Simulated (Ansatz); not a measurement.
**SiGeH₃ (quartet): the correlation ladder, cc-pVTZ**

How much of the correlation energy of SiGeH₃ (quartet) does each wave-function method recover here?

Program: Ansatz 0.2.0, Gaussian basis. Level of theory: cc-pVTZ, core rule «outside noble gas», up to 19 orbitals frozen. These are calculated values, not measurements.

To be run: UHF; CCSD(T) on ROHF; CCSD(T) on UHF; BCCD(T) on ROHF; CCSDT(Q) on ROHF; CCSDT(Q) on UHF; CASSCF and NEVPT2, 11 electrons in 11 orbitals.

5 further runs of the same task are left out: 5 set aside as unsound or not needed.

## Step 1: The system

The geometry is a PBE0/def2-TZVP stationary point (not a proven minimum) of the parent state, kept for this charge and spin. No spin-orbit coupling is included. The filled d shell of Ge may be among the frozen orbitals whatever the setting's name suggests; the logs give the count.

5 atoms, charge 0, spin multiplicity 4.

Atoms are counted from 1 here; the program's logs count them from 0.

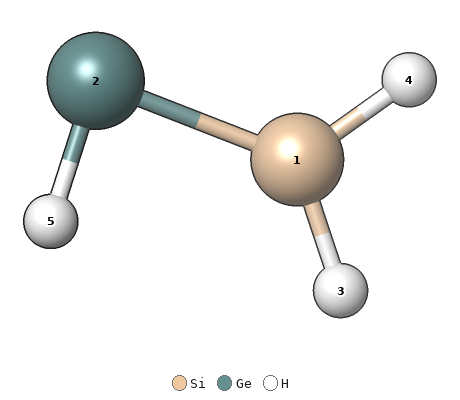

The geometry (silicon light orange, germanium teal, hydrogen white); atoms are numbered from 1 in the order of the file.

Geometry (Å):

```xyz
5
charge 0, multiplicity 4
Si    0.0000    0.0181    1.6516
Ge    0.0000   -0.0284   -0.7002
H     0.0000    1.1857    2.5806
H     0.0000   -1.2094    2.4992
H     0.0000    1.5656   -0.6371
```

## Step 2: UHF

Input file in.yaml:

```yaml
crystal:
  periodic: [false, false, false]
  atoms:
    - {symbol: Si, position_ang: [0.000000, 0.018056, 1.651607]}
    - {symbol: Ge, position_ang: [0.000000, -0.028376, -0.700224]}
    - {symbol: H, position_ang: [0.000000, 1.185718, 2.580640]}
    - {symbol: H, position_ang: [0.000000, -1.209392, 2.499223]}
    - {symbol: H, position_ang: [0.000000, 1.565561, -0.637062]}
basis:
  gaussian: {orbitals: cc-pVTZ}
magnetization: {spin_polarized: true, initial_magnetization: 3}
hamiltonian: {xc: hf}
output: {orbitals: {seedname: orbitals}}
```

Started as:

```console
$ ansatz run in.yaml --threads 1 --pin off --events-out ev --progress --plain --max-ram 2816MiB --backend cpu
```

Further steps of the session: CCSD(T) on ROHF; CCSD(T) on UHF; BCCD(T) on ROHF; CCSDT(Q) on ROHF; CCSDT(Q) on UHF; CASSCF and NEVPT2, 11 electrons in 11 orbitals.

Before running them: what should the planned runs give, taken together? Wanted: UCCSDT(Q) below the RHF energy; RMP2 from UCCSDT(Q); UMP2 from UCCSDT(Q); RCCSD from UCCSDT(Q); RCCSD(T) from UCCSDT(Q); UCCSD(T) from UCCSDT(Q); RCCSDT(Q) from UCCSDT(Q); NEVPT2 valence from UCCSDT(Q); T1 diagnostic.

The runs gave:

| quantity | value |
| --- | --- |
| UCCSDT(Q) below the RHF energy | -6.5421 eV |
| RMP2 from UCCSDT(Q) | +126.9 kJ/mol |
| UMP2 from UCCSDT(Q) | +128.4 kJ/mol |
| RCCSD from UCCSDT(Q) | +28.9 kJ/mol |
| RCCSD(T) from UCCSDT(Q) | +6.3 kJ/mol |
| UCCSD(T) from UCCSDT(Q) | +5.1 kJ/mol |
| RCCSDT(Q) from UCCSDT(Q) | +1.4 kJ/mol |
| NEVPT2 valence from UCCSDT(Q) | +127.2 kJ/mol |
| levels within 1 kcal/mol (43 meV) | RCCSDT, UCCSDT, RCCSDT(Q) |
| T1 diagnostic | 0.026 |
| effectively unpaired electrons | 3.03 |

RCCSD(T) misses by +6.3 kJ/mol, 1.0 % of the correlation energy. One determinant dominates. These misses are within one basis, not against nature; the frozen cores of restricted and unrestricted runs differ, which can shift their rows.
